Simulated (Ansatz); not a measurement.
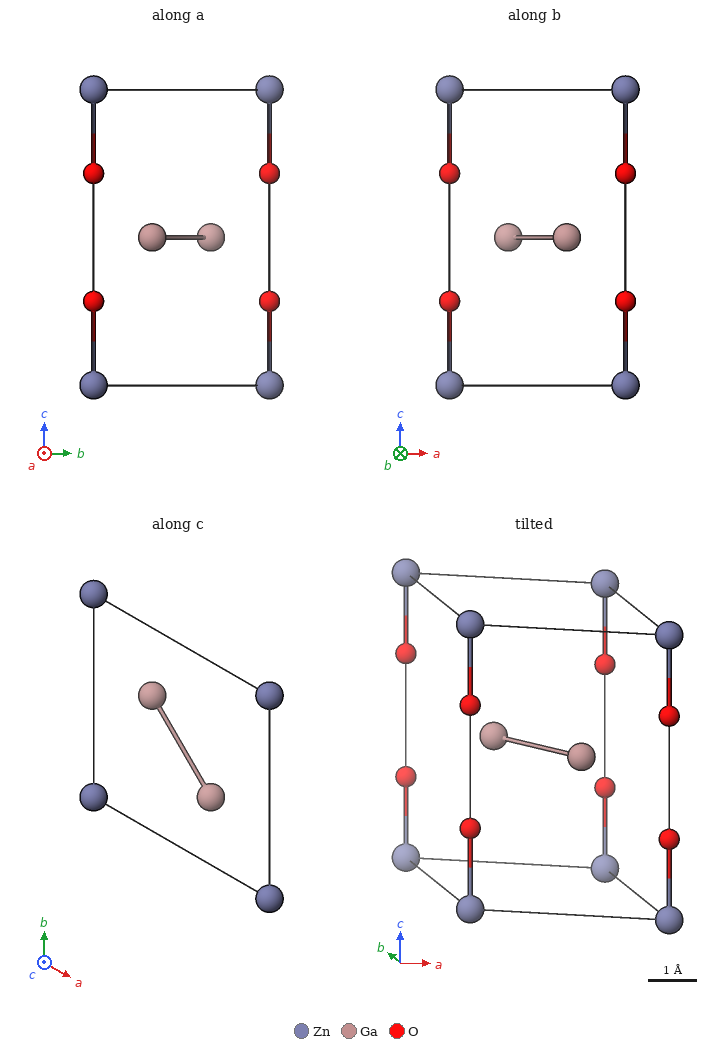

Ball-and-stick drawing of the structure, looking along the a axis, along the b axis, along the c axis and slightly off an axis. The frame is the conventional unit cell; atoms at its boundary are shown with their periodic copies.

Lattice parameters: a = 4.283 Å, b = 4.283 Å, c = 6.235 Å, α = 90.00°, β = 90.00°, γ = 120.00°.

**Put the structure into a table of Wyckoff sites, with free fractional coordinates to two decimals.**

Space group P6/mmm (No. 191).
```json
{"atom": "Zn", "site": "1a", "x": "0.00", "y": "0.00", "z": "0.00"}
{"atom": "Ga", "site": "2d", "x": "0.3333", "y": "0.6667", "z": "0.50"}
{"atom": "O", "site": "2e", "x": "0.00", "y": "0.00", "z": "0.72"}
```

Starting structure: a random cell made by a generator, so it need not be a real form of the compound. Earlier steps of the study may have refined or changed the cell and positions. It was the input of a calculation with Ansatz.
